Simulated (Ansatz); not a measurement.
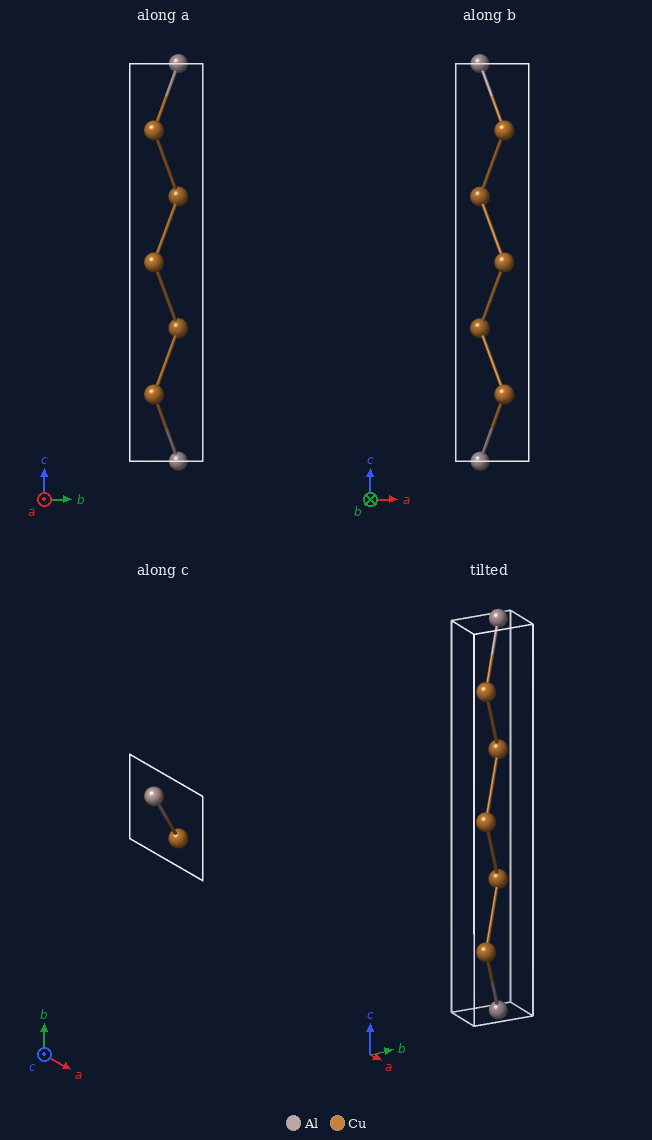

Ball-and-stick representation of a periodic structure, projected along the a axis, along the b axis, along the c axis and slightly off an axis. The wireframe shows the conventional unit cell.

Lattice parameters: a = 2.639 Å, b = 2.639 Å, c = 12.460 Å, α = 90.00°, β = 90.00°, γ = 120.00°. Put a along x and b in the xy plane.

Put the structure into a POSCAR file, with free fractional coordinates to two decimals.

Answer.
```
Al Cu
1.0
     2.639    0.000    0.000
    -1.320    2.286    0.000
     0.000    0.000   12.460
Al Cu
1 5
Direct
  0.3333 0.6667 0.00
  0.3333 0.6667 0.67
  0.3333 0.6667 0.33
  0.6667 0.3333 0.83
  0.6667 0.3333 0.17
  0.6667 0.3333 0.50
```

The structure comes from a structure type filled with these elements by a generator (whether the compound takes this form wasn't checked). A relaxation with Ansatz, DFT PBE, scalar-relativistic, plane waves, PAW gave the geometry drawn.
